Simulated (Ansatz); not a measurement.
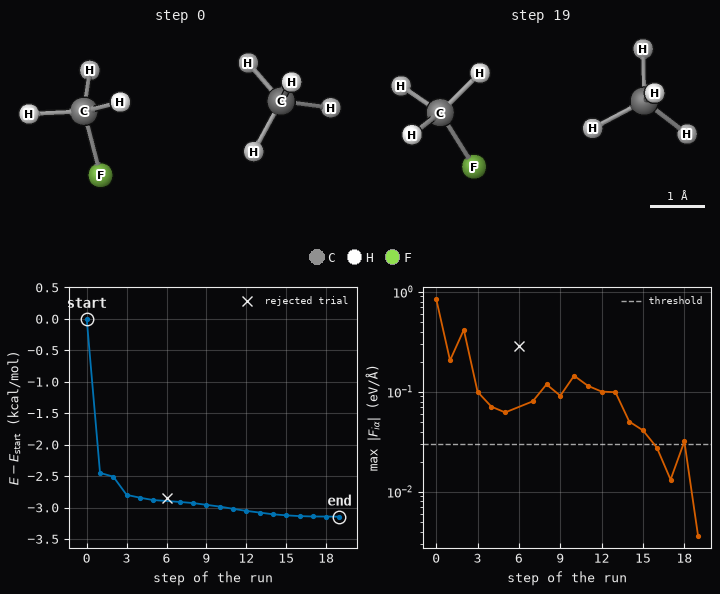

First and last geometry of a relaxation of C₂H₇F (coarse preliminary run), with the history of the run. The picture is a ball-and-stick view, seen at a tilt.

These are results of RKS PBE-D4/def2-SVP in Ansatz 0.2.0, not measurements. Set-up: force threshold 0.03 eV/Å; at most 250 steps.

> Did the run converge, and what did it change?

It converged. The energy falls by 3.14 kcal/mol in 18 accepted moves (19 points after the start). The largest force component goes from 0.85 to 0.0036 eV/Å. The line search rejected the trial step at point 6 of the run. The largest move after the best rigid fit is that of an H atom, 0.96 Å. Largest moves by element: H 0.96 Å, F 0.35 Å, C 0.09 Å. Among the contacts that change: C–H 1.081 → 1.106 Å, C–F 1.364 → 1.382 Å. The run took 6 s on 4 threads of Intel Xeon 6975P-C, on a shared host.

```tsv
step	E − E(0), kcal/mol	largest force component, eV/Å	note
0	0.00	0.8461	
1	-2.45	0.2065	
2	-2.51	0.4179	
3	-2.80	0.1000	
4	-2.84	0.0711	
5	-2.88	0.0622	
6	-2.85	0.2866	rejected
7	-2.91	0.0804	
8	-2.93	0.1188	
9	-2.96	0.0915	
10	-2.98	0.1450	
11	-3.02	0.1150	
12	-3.05	0.1006	
13	-3.08	0.0992	
14	-3.11	0.0505	
15	-3.12	0.0411	
16	-3.14	0.0278	
17	-3.14	0.0132	
18	-3.14	0.0319	
19	-3.14	0.0036
```

Limits of the set-up: the start holds two separate molecules, 2.9 Å apart at their closest, whose relative position is a soft coordinate.
